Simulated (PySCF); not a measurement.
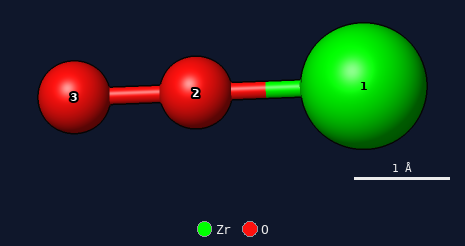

*The structure as given in the input (ball-and-stick view, seen at a tilt; atoms are numbered from 1 in the order of the input). Sticks mark near contacts.*

Bond lengths as drawn: O–O 1.29 Å and O–Zr 1.77 Å.

ZrO2: frequency calculation

The run: frequency calculation of ZrO2. Method and program: UKS-based wB97X, Zr def2-SVP with ECP28, O def2-SVP; non-relativistic Hamiltonian with a scalar-relativistic core potential; density fitting (PySCF 2.14.0).

### What the program printed
```
init E= -197.120461355224
  alpha nocc = 14  HOMO = -0.279257125312822  LUMO = -0.0342912496089734
  beta  nocc = 14  HOMO = -0.279255788222784  LUMO = -0.0342912496089734
  HOMO = -0.279255788223  LUMO = -0.034291249609  gap/eV = 6.66582
cycle= 1 E= -197.120461355137  delta_E= 8.67e-11  |g|= 1.58e-05  |ddm|= 2.06e-05
  alpha nocc = 14  HOMO = -0.279253732004124  LUMO = -0.0342867301016344
  beta  nocc = 14  HOMO = -0.279252396574608  LUMO = -0.0342867301016344
  HOMO = -0.279252396575  LUMO = -0.0342867301016  gap/eV = 6.66586
cycle= 2 E= -197.120461354703  delta_E= 4.35e-10  |g|= 3.46e-05  |ddm|= 4.28e-05
  alpha nocc = 14  HOMO = -0.279256008862502  LUMO = -0.0342897673167579
  beta  nocc = 14  HOMO = -0.279254673849292  LUMO = -0.0342897673167579
  HOMO = -0.279254673849  LUMO = -0.0342897673168  gap/eV = 6.66583
cycle= 3 E= -197.120461355261  delta_E= -5.58e-10  |g|= 7.99e-07  |ddm|= 2.91e-05
  alpha nocc = 14  HOMO = -0.279256021337555  LUMO = -0.0342897938122047
  beta  nocc = 14  HOMO = -0.27925468728637  LUMO = -0.0342897938122047
  HOMO = -0.279254687286  LUMO = -0.0342897938122  gap/eV = 6.66583
cycle= 4 E= -197.120461355264  delta_E= -2.84e-12  |g|= 7.32e-07  |ddm|= 2.98e-06
  alpha nocc = 14  HOMO = -0.279256016536708  LUMO = -0.0342897990797943
  beta  nocc = 14  HOMO = -0.279254683623511  LUMO = -0.0342897990797943
  HOMO = -0.279254683624  LUMO = -0.0342897990798  gap/eV = 6.66583
Extra cycle  E= -197.120461355267  delta_E= -3.41e-12  |g|= 7.21e-07  |ddm|= 3.77e-06
converged SCF energy = -197.120461355267  <S^2> = 0.26593992  2S+1 = 1.4365792
```

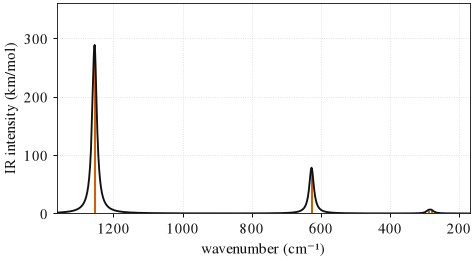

*Harmonic infrared spectrum, unscaled: sticks (degenerate modes added up, dark ones marked on the axis) with a Lorentzian envelope of 16 cm⁻¹ full width, scaled to the tallest stick.*

4 modes from 279 to 1255 cm⁻¹, none imaginary. The strongest line is at 1255 cm⁻¹ (289 km/mol). All modes, in cm⁻¹ (km/mol): 279 (4.3), 287 (4.3), 626 (78), 1255 (289). The two bends of a linear molecule should be equal; they aren't, because the electronic state found breaks the axial symmetry.

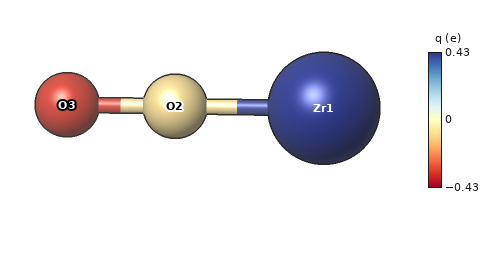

*Mulliken charges, as the colour of each atom (ball-and-stick view, seen at a tilt; atoms are numbered from 1 in the order of the input).*

By element: Zr +0.41 and O −0.33 to −0.08 e.

This output came from the following input.

### Input file
```python
from pyscf import gto, scf, dft
mol = gto.M(atom='''
Zr    -0.240103     0.000001    -0.586598
O      0.431642    -0.000001     1.054546
O      0.918830    -0.000003     2.244800''',
    basis={'Zr': 'def2-SVP', 'O': 'def2-SVP'},
    ecp={'Zr': 'def2-SVP'},
    charge=0, spin=0)
mf = dft.UKS(mol, xc='WB97X')
mf.grids.atom_grid = (75, 302)
aux = {'Zr': 'def2-universal-JKFIT', 'O': 'def2-universal-JKFIT'}
mf = mf.density_fit(auxbasis=aux)
mf.conv_tol = 1e-09
mf.diis_space = 10
mf.max_cycle = 60
mf.verbose = 4
mf.kernel()
```

The script is an equivalent of the set-up of the self-consistent field. The run itself was carried out by a driver, which started from the orbitals of the step before it where there was one and computed the further properties.

Run as:
```bash
OMP_NUM_THREADS=2 python axn.py task.json out
```

### Results in brief

| quantity | value |
| --- | --- |
| outcome | converged |
| total energy | −197.120461 hartree |
| ⟨S²⟩ | 0.266 |
| HOMO | −7.60 eV |
| LUMO | −0.93 eV |
| zero-point energy | 0.005574 hartree |
| dipole moment | 6.30 D |
| wavenumbers, lowest and highest | 279 and 1255 cm⁻¹ |
| hardware | 2 threads of Arm Neoverse V2, 24 GiB of memory available, shared host |
| wall time | 27 s (CPU time 48 s) |
| peak memory | 0.64 GiB |

Checks after the run noted: the SCF density has lower symmetry than the nuclear frame; spin contamination. ⟨S²⟩ is 0.27 against 0.00 for a pure state: the solution is spin-contaminated.
